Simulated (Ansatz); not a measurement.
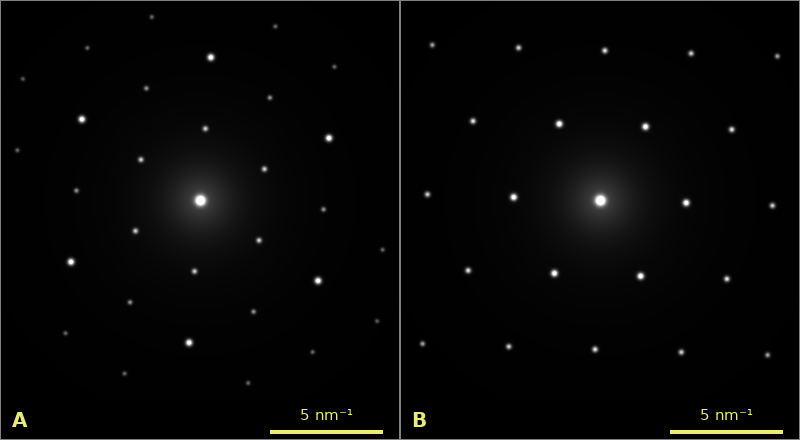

Kinematic electron diffraction patterns (200 kV, B = 0.5 Å², same scale, each along a low-index zone) of two structures of composition YTl2, each relaxed at zero pressure with DFT PBE, scalar-relativistic, plane waves, PAW in Ansatz 0.2.0.

The structures (standard cells):
1. Fd-3m (No. 227), a = 8.787 Å, 24 atoms; generated start, possibly hypothetical
2. Fm-3m (No. 225), a = 7.283 Å, 12 atoms; generated start, possibly hypothetical

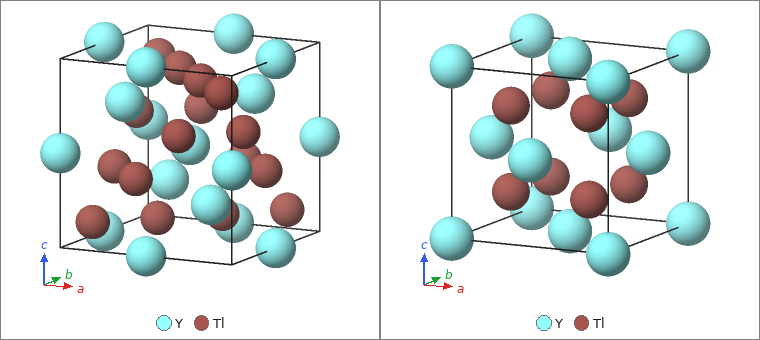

Drawings of the structures 1 to 2, from left to right (each may span several cells).

Q: Which pattern belongs to which structure, and along which zone?

A: A is structure 1 along [111] or an equivalent direction: hexagonal net of -2 2 0 at d = 3.11 Å and -2 0 2 at d = 3.11 Å, 60.0° apart. B is structure 2 along [111] or an equivalent direction: hexagonal net of -2 2 0 at d = 2.58 Å and -2 0 2 at d = 2.58 Å, 60.0° apart.

Q: Which structure lies lowest at this level of theory, and by how much?

A: Structure 1 (Fd-3m, 28.27 Å³ an atom) is the lowest of these; structure 2 (Fm-3m, 32.20 Å³ an atom) lies about 42 meV an atom higher. These are static energies at 0 K; other structures, not shown, may lie lower still.
